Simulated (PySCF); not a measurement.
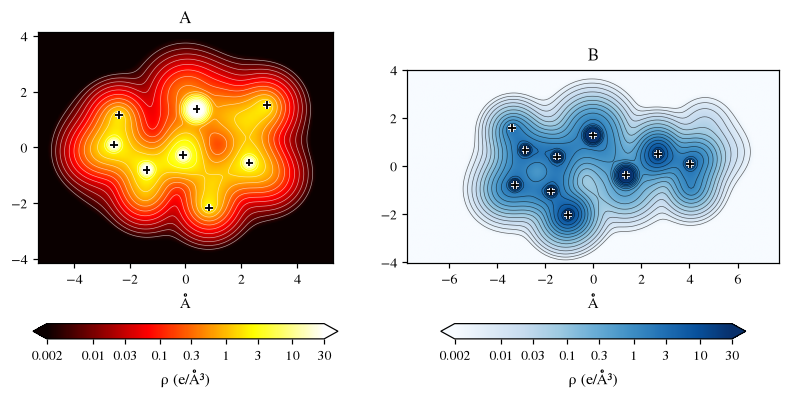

The electron density of 2 systems, each on a plane through atoms (crosses mark nuclei in the plane).

Level of theory: PySCF, PBE0/pcSseg-1, SCF density, gas phase, non-relativistic.

System 1: C$_{6}$H$_{10}$O$_{2}$SSi (SMILES CCO[SiH2]SC1=CCC1=O), the plane of atoms C6, C7 and H18. Geometry: GFN2-xTB.

| atom | x (Å) | y (Å) | z (Å) |
| --- | --- | --- | --- |
| C | -3.9887 | -0.3460 | -0.8858 |
| C | -3.1550 | 0.1177 | 0.2988 |
| O | -1.8695 | -0.4294 | 0.2235 |
| Si | -0.4482 | 0.3281 | 0.2111 |
| S | 0.7533 | -1.4372 | -0.1304 |
| C | 2.3120 | -0.7028 | -0.1496 |
| C | 3.5949 | -1.0982 | -0.3296 |
| C | 4.1790 | 0.2890 | -0.1511 |
| C | 2.7088 | 0.6988 | 0.0411 |
| O | 2.1147 | 1.7177 | 0.2488 |
| H | -4.9979 | 0.0488 | -0.8093 |
| H | -4.0292 | -1.4318 | -0.9039 |
| H | -3.5387 | -0.0015 | -1.8135 |
| H | -3.6063 | -0.2234 | 1.2373 |
| H | -3.0988 | 1.2111 | 0.3224 |
| H | -0.1452 | 0.9082 | 1.5110 |
| H | -0.3226 | 1.2436 | -0.9141 |
| H | 4.0587 | -2.0441 | -0.5287 |
| H | 4.6622 | 0.7262 | -1.0250 |
| H | 4.8113 | 0.4360 | 0.7245 |

System 2: C$_{6}$H$_{13}$NSi (SMILES C1C[SiH2]N(C2CC2)C1), the plane of atoms Si3, N4 and C5. Geometry: GFN2-xTB.

| atom | x (Å) | y (Å) | z (Å) |
| --- | --- | --- | --- |
| C | -2.0541 | -1.1548 | -0.0106 |
| C | -2.4009 | 0.3139 | 0.2210 |
| Si | -0.8375 | 1.2336 | -0.3399 |
| N | 0.1191 | -0.1910 | -0.2862 |
| C | 1.5296 | -0.2927 | -0.3567 |
| C | 2.3691 | 0.9111 | -0.6311 |
| C | 2.4058 | 0.2764 | 0.7287 |
| C | -0.5700 | -1.3318 | 0.2915 |
| H | -2.2260 | -1.4008 | -1.0598 |
| H | -2.6587 | -1.8265 | 0.6019 |
| H | -2.5927 | 0.4909 | 1.2791 |
| H | -3.3032 | 0.5935 | -0.3166 |
| H | -0.8754 | 1.7661 | -1.7060 |
| H | -0.4916 | 2.3076 | 0.6065 |
| H | 1.8564 | -1.2319 | -0.7997 |
| H | 3.2271 | 0.7974 | -1.2762 |
| H | 1.8705 | 1.8617 | -0.7304 |
| H | 3.2912 | -0.2651 | 1.0257 |
| H | 1.9151 | 0.8009 | 1.5339 |
| H | -0.1830 | -2.2564 | -0.1521 |
| H | -0.4000 | -1.3851 | 1.3764 |

### Which map belongs to which system?

Panel A is system 2, C$_{6}$H$_{13}$NSi: the plane holds C, Si, N and H. C–N (1.42 Å): ρ is about 2 e/Å³ halfway. Panel B is system 1, C$_{6}$H$_{10}$O$_{2}$SSi: the plane holds C, O, Si, S and H. C–O (1.20 Å): ρ at the midpoint is about 3.4 e/Å³.
